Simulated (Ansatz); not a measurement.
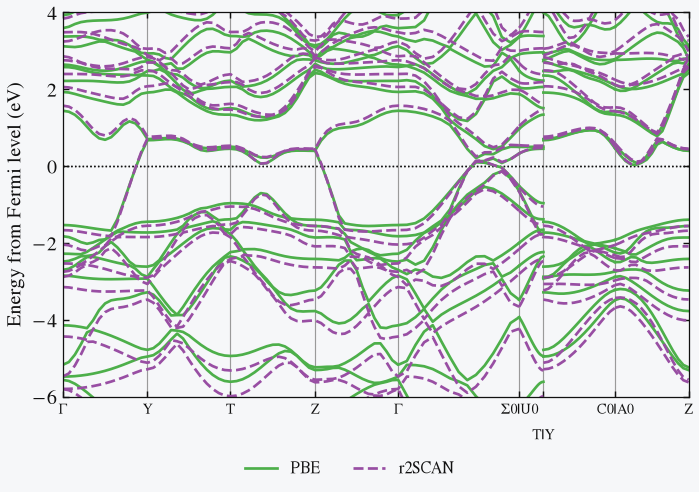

Band structures of TaTiGe₄, space group F222 (No. 22), 6 atoms in the cell, by two methods on the same cell. Each is counted from its own Fermi level.

Q: What changes from one method to the other?

A: Both give a metal. The 7 bands that come within 1 eV of the Fermi level differ by 0.11 eV on average and by 0.28 eV at most (at Y).

Settings. PBE: DFT PBE, scalar-relativistic, plane waves, PAW, no spin polarisation, 10×10×10 k mesh, 420 eV cutoff (Ansatz 0.2.0). r2SCAN: DFT r2SCAN, scalar-relativistic, plane waves, PAW, no spin polarisation, 10×10×10 k mesh, 500 eV cutoff (Ansatz 0.2.0).

The structure is an invented one, so it need not be a known or stable phase. Spin-orbit coupling is left out, which matters for Ta.
